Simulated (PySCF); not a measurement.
# Atomic calculation, with input and output: Mo²⁺

System: Mo²⁺, configuration 1s2 2s2 2p6 3s2 3p6 3d10 4s2 4p6 4d3 5s1, multiplicity 5.
Method: unrestricted CAM-B3LYP, aug-cc-pwCVDZ-PP with ECP28, scalar-relativistic core potential (PySCF).

### The input
```python
from pyscf import gto, scf, dft, mp, cc
mol = gto.M(atom="Mo 0 0 0", charge=2, spin=4, symmetry="D2h",
            basis="aug-cc-pwCVDZ-PP",
            ecp="aug-cc-pwCVDZ-PP")
mf = dft.UKS(mol, xc="CAMB3LYP")
mf.irrep_nelec = {'Ag': (2, 1), 'B1g': (1, 0), 'B2g': (1, 0), 'B3g': (1, 0), 'B1u': (1, 1), 'B2u': (1, 1), 'B3u': (1, 1)}
mf.kernel()
```

The script is an equivalent of what the driver set up; the driver started from orbitals of its own, so the log can be shorter than this script's would be, and it computed the properties (radii, ⟨L²⟩, response) afterwards. It held the occupations shell by shell, which the script's counts by irreducible representation don't always enforce.

Hardware: 1 CPU thread, shared host.

### Output (extracts)
```
damping factor = 0
level_shift factor = 0
DIIS = <class 'pyscf.scf.diis.CDIIS'>
diis_start_cycle = 1
diis_space = 10
diis_damp = 0
SCF conv_tol = 1e-09
SCF conv_tol_grad = None
number electrons alpha = 8  beta = 4
XC functionals = CAMB3LYP
    T. Yanai, D. P. Tew, and N. C. Handy.,  Chem. Phys. Lett. 393, 51 (2004)
cycle= 1 E= -66.8304433011338  delta_E= -0.00364  |g|= 0.0117  |ddm|= 0.47
cycle= 2 E= -66.8305222253083  delta_E= -7.89e-05  |g|= 0.00289  |ddm|= 0.0362
cycle= 3 E= -66.8305257226145  delta_E= -3.5e-06  |g|= 0.000788  |ddm|= 0.00986
cycle= 4 E= -66.8305260006507  delta_E= -2.78e-07  |g|= 3.94e-05  |ddm|= 0.00251
cycle= 5 E= -66.8305260032171  delta_E= -2.57e-09  |g|= 2.73e-06  |ddm|= 0.000378
cycle= 6 E= -66.8305260032204  delta_E= -3.23e-12  |g|= 1.1e-07  |ddm|= 9.89e-06
converged SCF energy = -66.8305260032204  <S^2> = 6.0010243  2S+1 = 5.0004097
```

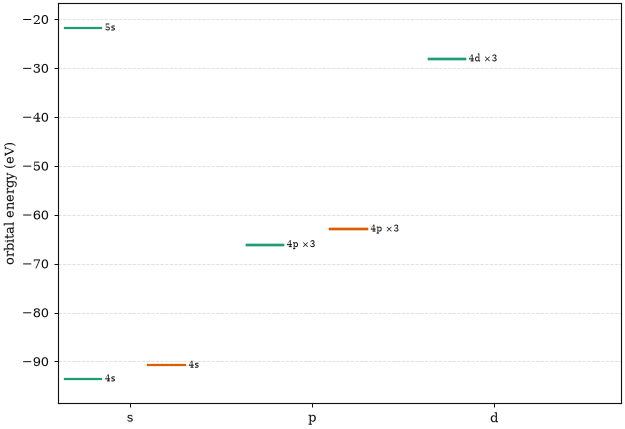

*Orbital energies of the mean field, from the top down to −93.6 eV, by angular momentum, α spin at the left of each column and β at the right; ×n counts the orbitals under one label.*

The highest filled orbital is 5s α at −21.8 eV, the lowest empty one d α at −20.9 eV.

### Key numbers

- outcome: converged
- total energy (valence electrons, under a core potential): −66.830526 hartree
- ⟨S²⟩: 6.001
- ⟨L²⟩: 12.01
- SCF iterations: 6
- CPU time: 0.9 s (integrals apart)

### Notes

This is not the ground configuration of the species.
